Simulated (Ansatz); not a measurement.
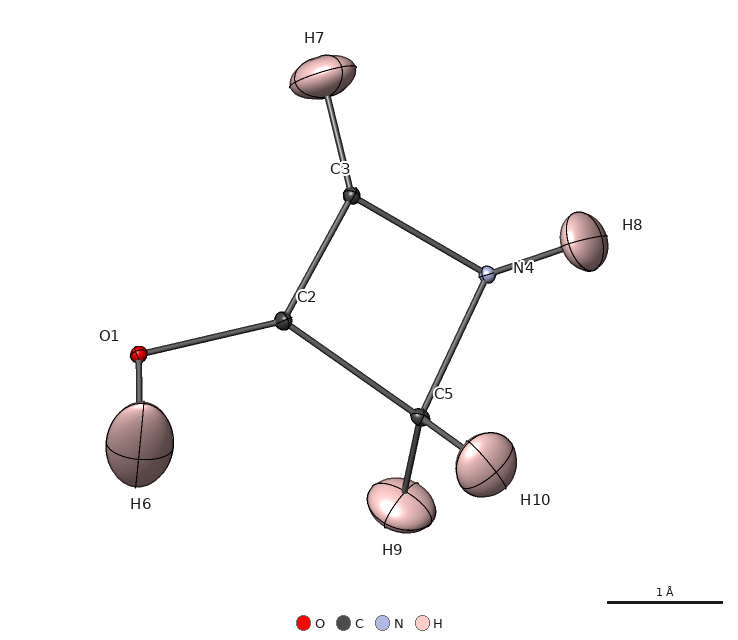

Displacement ellipsoids at the 50 % level, enlarged 1.5 times, from the internal vibrations of the free molecule (harmonic, no overall translation or rotation; no half-axis is drawn under 0.075 Å). Vibrations computed with RKS PBE0-D4/def2-TZVP (Ansatz 0.2.0). Temperature: 0 K (zero-point motion alone).

Give the displacement parameters, one line for each set of equivalent atoms.

```json
{"atom": "O1", "U_eq (Å²)": "0.00095", "rms amplitudes (Å)": "0.028, 0.030, 0.034"}
{"atom": "C2", "U_eq (Å²)": "0.0015", "rms amplitudes (Å)": "0.029, 0.035, 0.050"}
{"atom": "C3", "U_eq (Å²)": "0.0011", "rms amplitudes (Å)": "0.031, 0.034, 0.036"}
{"atom": "N4", "U_eq (Å²)": "0.00097", "rms amplitudes (Å)": "0.026, 0.032, 0.035"}
{"atom": "C5", "U_eq (Å²)": "0.0011", "rms amplitudes (Å)": "0.027, 0.032, 0.038"}
{"atom": "H6", "U_eq (Å²)": "0.0296", "rms amplitudes (Å)": "0.069, 0.126, 0.261"}
{"atom": "H7", "U_eq (Å²)": "0.0142", "rms amplitudes (Å)": "0.077, 0.124, 0.146"}
{"atom": "H8", "U_eq (Å²)": "0.0133", "rms amplitudes (Å)": "0.074, 0.114, 0.147"}
{"atom": "H9", "U_eq (Å²)": "0.0129", "rms amplitudes (Å)": "0.076, 0.124, 0.133"}
{"atom": "H10", "U_eq (Å²)": "0.0130", "rms amplitudes (Å)": "0.076, 0.125, 0.133"}
```
